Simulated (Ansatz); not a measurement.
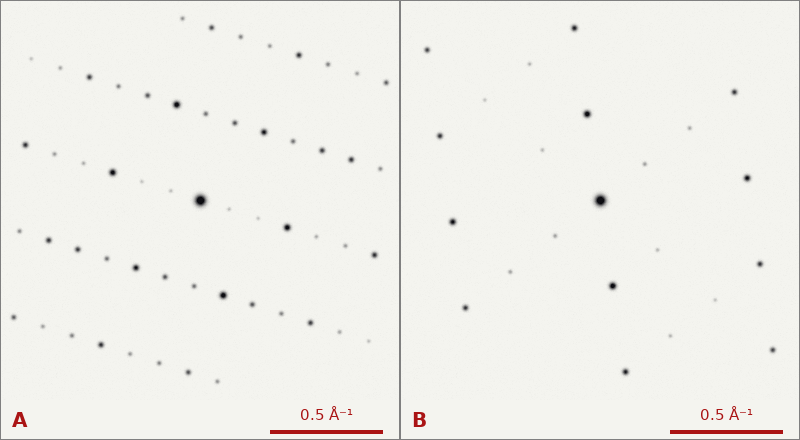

Kinematic electron diffraction patterns (120 kV, B = 0.5 Å², same scale, each along a low-index zone) of two structures of composition W3C2, each relaxed at zero pressure with DFT PBE, scalar-relativistic, plane waves, PAW in Ansatz.

The structures (standard cells):
1. R-3c (No. 167), a = 5.171 Å, c = 15.345 Å (hexagonal axes), 30 atoms; generated start, possibly hypothetical
2. R-3m (No. 166), a = 3.057 Å, c = 21.856 Å (hexagonal axes), 15 atoms; generated start, possibly hypothetical

> Which pattern belongs to which structure, and along which zone?

A is structure 2 along [100] or an equivalent direction: oblique net of 0 0 3 (weak) at d = 7.29 Å and 0 -1 1 at d = 2.63 Å, 83.1° apart. B is structure 1 along [100] or an equivalent direction: oblique net of 0 1 2 (weak) at d = 3.87 Å and 0 1 -4 (weak) at d = 2.91 Å, 79.7° apart (some points of this net are extinct or too weak to see).

> Rank the structures by their computed energy.

Structure 1 (R-3c, 11.85 Å³ an atom) is the lowest of these; structure 2 (R-3m, 11.80 Å³ an atom) lies about 90 meV an atom higher. These are static energies at 0 K; other structures, not shown, may lie lower still.
